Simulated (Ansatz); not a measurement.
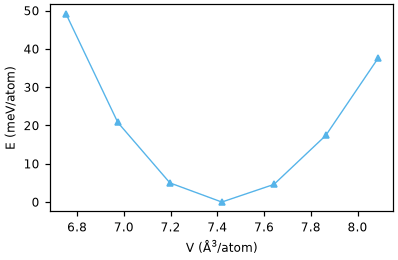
*B13C2 in space group R-3m (No. 166; B on 3b, B on 18h, B on 18h, C on 6c) under volume change, the program Ansatz at the r²SCAN level (PAW), shape and atoms relaxed at each volume.*

**Question.** What does a third-order Birch–Murnaghan fit give for V₀, B₀ and B′?

**Answer.** V₀ = 7.42 Å³/atom, B₀ = 228 GPa, B′ = 3.6.

The workflow started from a Materials Project entry (that database holds measured and hypothetical structures alike); the Crystallography Open Database copy checked does not list it. Its standing as an ambient phase is unchecked. The cell was relaxed with r²SCAN under the symmetry of its start; whether a distortion lowers the energy is not shown.

Potentials: the later of the program's two PAW sets.
